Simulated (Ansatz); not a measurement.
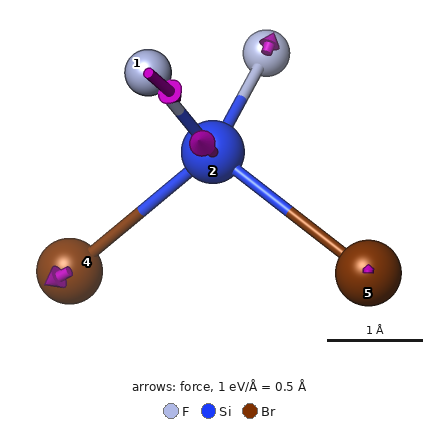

Starting geometry of SiBr2F2 (coarse preliminary run) with the computed forces as purple arrows. A ball-and-stick model, seen at a tilt.

The start comes from a force field.

Computed with Ansatz, RKS PBE-D4/def2-SVP. (force threshold 0.03 eV/Å; at most 200 steps)

Question: Is this structure relaxed? If not, where do the atoms go?

Answer: It isn't relaxed: the largest force vector, on the Si atom, is 1.75 eV/Å. The final displacements follow the starting forces only in part (cosine between the two patterns 0.53). The energy falls by 6.66 kJ/mol in 3 geometry steps. Largest force component: 1.7 eV/Å at the start, 0.027 eV/Å at the end. The largest move after the best rigid fit is that of a Br atom, 0.063 Å. By element the largest moves are Br 0.063 Å, F 0.051 Å, Si 0.031 Å. Near-neighbour distances that change, for instance: F–Si 1.666 → 1.618 Å, Br–Si 2.159 → 2.195 Å, F–Si 1.602 → 1.618 Å, Br–Si 2.206 → 2.196 Å. Bond angles that change, for instance: Br–Si–Br 108.9° → 112.5°, F–Si–F 109.4° → 107.3°.
